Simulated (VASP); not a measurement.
```
SrTe
1.0
    0.00000     3.34849     3.34849
    3.34849     0.00000     3.34849
    3.34849     3.34849     0.00000
Sr Te
1 1
Direct
  0.00000   0.00000   0.00000
  0.50000   0.50000   0.50000
```

Calculation: MS2 meta-GGA, VASP's PBE PAW potentials (set 64) (plane waves; VASP). Numerical set-up: 520 eV cut-off, 8×8×8 Γ-centred mesh, tetrahedra with Blöchl corrections, potentials Sr_sv Te.

Unless said otherwise, spin-orbit coupling is left out, though it shifts the bands of the heavy elements here.

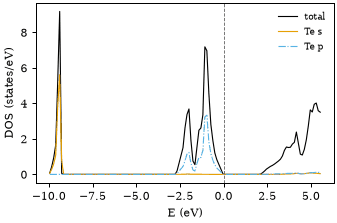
Figure: Total and projected density of states, zero at the valence-band maximum

Within 2 eV below the valence-band maximum the largest weight inside VASP's projection spheres is Te p.

The gap is indirect, 2.05 eV, from the valence maximum at Γ to the conduction minimum at X.

The compound is SrTe in the rock salt structure. It was relaxed first.
